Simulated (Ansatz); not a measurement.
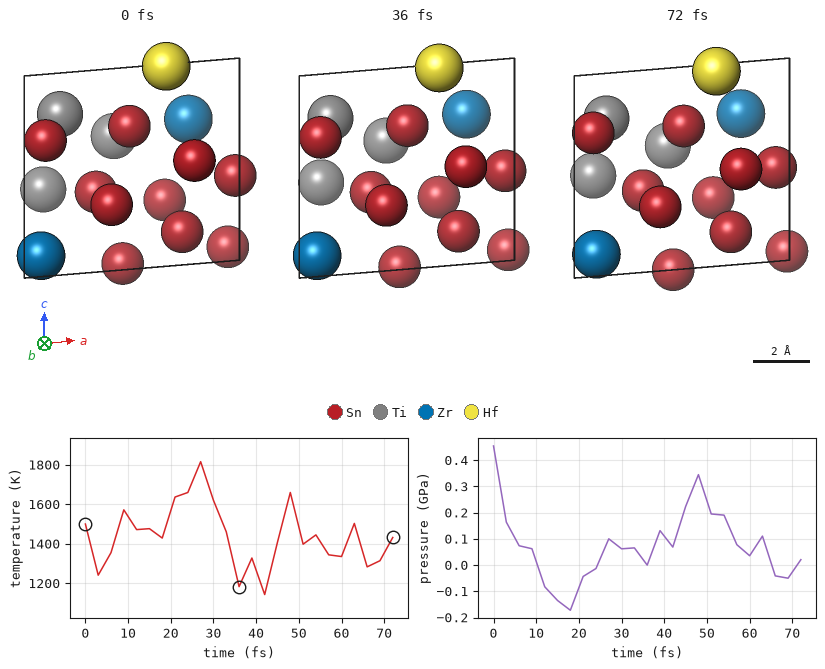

First-principles dynamics of an amorphous cell of composition HfZr₂Ti₃Sn₁₀ (16 atoms in the cell), 72 fs long. Frames and the history of the run. A spheres-only model of the simulation cell, seen along the b axis.

Theory: DFT PBE, scalar-relativistic, plane waves, PAW in Ansatz. Set-up: plane-wave cutoff 320 eV; k-point mesh 1 × 1 × 1; Fermi-Dirac smearing 0.138 eV; set temperature 1600 K; time step 3 fs.

Q: Describe the run.

A: Root-mean-square distances from the starting positions over the second half, with the common drift of all atoms taken out: Ti 0.32 Å, Zr 0.26 Å, Sn 0.23 Å, Hf 0.22 Å. The run lasts only 72 fs, too short to tell vibration from diffusion. The mean temperature in the second half is 1368 K (standard deviation 128 K). The potential energy is still drifting at the end, so the run hasn't reached equilibrium. The potential energy in the second half lies on average 67.8 meV per atom below the first frame. The mean pressure there is 0.1 GPa.

Limits of the set-up: the cutoff lies below the recommended one; the periodic images lie only 7.3 Å apart, so the values are limited by the cell's size.

The run took 69 s on 2 threads of Arm Neoverse V1, with other jobs on the host, peak memory 0.59 GiB.
